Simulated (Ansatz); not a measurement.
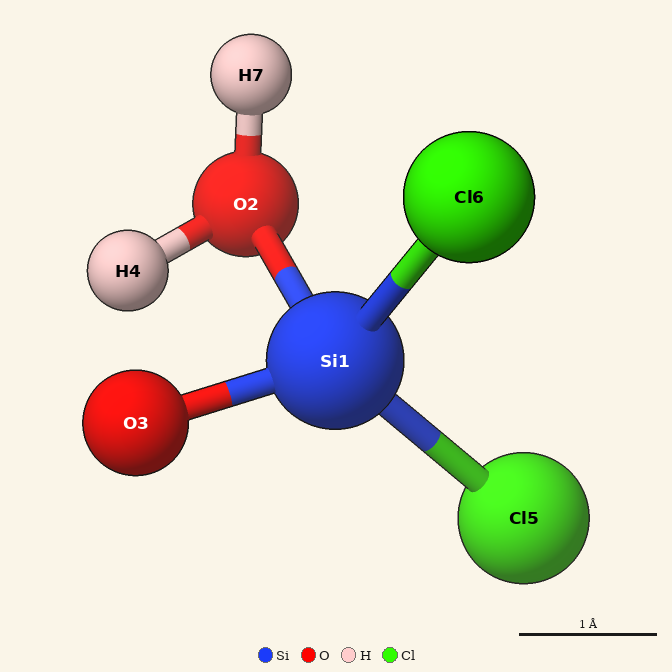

Orthographic view with a scale bar. Computed geometry: PBE0-D4/def2-TZVP saddle-point search.

Give an XYZ file in the frame of the picture: x to the right, y up, z towards the viewer, origin at the mean of the atomic positions.

```xyz
7
Cl2H2O2Si
Si   0.27  -0.50   0.36
O   -0.39   0.65  -0.91
O   -1.19  -0.95   0.59
H   -1.25   0.16  -0.46
Cl   1.65  -1.65  -0.55
Cl   1.25   0.70   1.68
H   -0.34   1.60  -0.72
```
